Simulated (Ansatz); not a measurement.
# CH4FIn: the cost of one run

Method: RKS LDA/def2-SVP, in Ansatz 0.2.0.

## 1. The structure to begin with

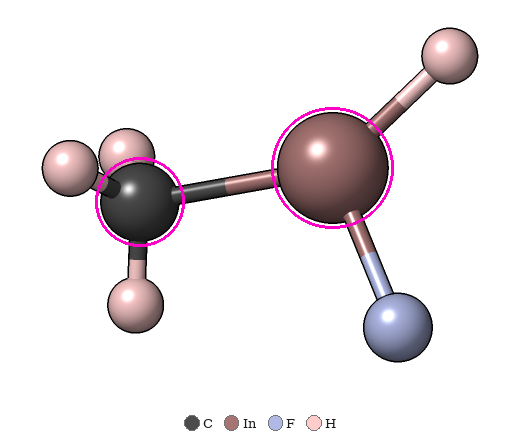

Start, viewed from a chosen angle; carbon dark grey, indium brown, fluorine light blue, hydrogen pink. Ringed: C1, In2.

As a file:

```xyz
7

C    -0.9632    0.4559   -0.2936
In    1.0744   -0.3266    0.0790
F     1.0228   -1.4862    1.6645
H    -1.2112    0.4290   -1.3491
H    -1.5957   -0.2161    0.2812
H    -1.0291    1.4687    0.0924
H     2.7020   -0.3247   -0.4745
```

## 2. Relaxing end A

input.yaml

```yaml
crystal:
  periodic: [false, false, false]
  atoms:
    - { symbol: C, position_ang: [-0.96324, 0.45588, -0.29359] }
    - { symbol: In, position_ang: [1.07438, -0.3266, 0.07905] }
    - { symbol: F, position_ang: [1.02283, -1.48618, 1.66455] }
    - { symbol: H, position_ang: [-1.21118, 0.429, -1.34909] }
    - { symbol: H, position_ang: [-1.59573, -0.2161, 0.28115] }
    - { symbol: H, position_ang: [-1.02906, 1.46869, 0.09242] }
    - { symbol: H, position_ang: [2.702, -0.32469, -0.47448] }
basis:
  gaussian: { orbitals: def2-SVP }
hamiltonian:
  xc: lda
relax:
  f_tol: 0.015
  max_steps: 40
```

The run is started by

```sh
ansatz run input.yaml --threads 1 --pin off --max-ram 2048MiB --backend cpu --events-out ev --progress --plain --runs-dir out
```

**Question.** How long does this run take on 1 thread of Arm Neoverse N1, shared host, and how much memory does it need?

About 13 s, with a peak of 0.13 GiB.
